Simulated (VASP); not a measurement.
Band structure of Al$_{3}$Sc (L1_2). Level of theory: LDA (Ceperley-Alder, Perdew-Zunger), VASP's LDA PAW potentials (set 64) (plane waves; VASP 6.6.1).

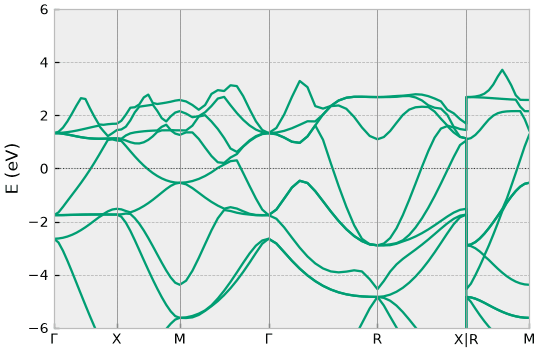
Fig. 1. Bands along high-symmetry lines, zero at the valence-band maximum or, without a gap, the Fermi level

Question: Read the plot: is there a gap, and where are the band edges?

Answer: It has no gap at this level: it comes out as a metal or semimetal. (Edges off the drawn lines would not show.)

The compound is Al3Sc in the L1_2 structure. It was relaxed first.
